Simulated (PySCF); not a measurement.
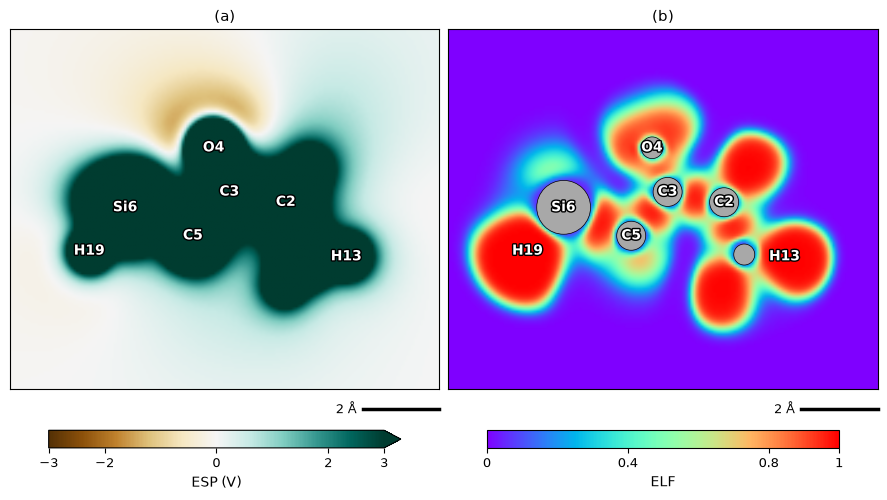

Figure 1: C5H12O3SSi. (a) molecular electrostatic potential; (b) electron localisation function on the plane of atoms O4, C3 and C5. Grey discs cover the atomic cores in the ELF map.

Geometry: GFN2-xTB.

Computed with PySCF, PBE0/pcSseg-1, SCF density, gas phase, non-relativistic.

The calculation's input:

```
{"job": {"kind": "nmr", "xc": "PBE0", "basis": "pcSseg-1"}, "charge": 0, "multiplicity": 1}
C     -1.037403    -2.055682     0.122682
C     -0.898529    -0.610746     0.544310
C      0.475970    -0.025211     0.651616
O      0.643747     0.999253     1.286088
C      1.585064    -0.636011    -0.116956
Si     3.142590     0.411058     0.230880
S     -1.647592     0.400921    -0.818634
C     -1.838263     2.072420    -0.147843
O     -0.716121     0.430781    -1.912284
O     -2.954991    -0.132312    -1.084651
H     -0.602435    -2.725941     0.862358
H     -0.553769    -2.213520    -0.838237
H     -2.093511    -2.290326     0.008031
H     -1.496813    -0.369460     1.423009
H      1.298456    -0.595484    -1.170107
H      1.699381    -1.689535     0.135344
H      3.413995     0.386607     1.665899
H      2.950159     1.766773    -0.269702
H      4.249313    -0.239809    -0.479192
H     -2.040124     2.731944    -0.982354
H     -2.672662     2.053704     0.540519
H     -0.916874     2.349963     0.348376
```

Command:

```sh
OMP_NUM_THREADS=1 python probes_run.py task.json out
```

Q: What do the fields say about this system?

A: Atoms in the plane: C, O, Si and H.
C–O (1.22 Å): the ELF peaks at about 0.85 between the atoms: a multiple bond.
C–C (1.48 Å): the ELF peaks at about 0.95 between the atoms, as expected for a shared electron pair.
C–Si (1.91 Å): the ELF peaks at about 0.95 between the atoms: a covalent bond.
The ELF also peaks beside O4, away from the bonds: lone-pair regions.
Outside the dense part of the molecule the potential is most negative (−1.4 V) near O4.
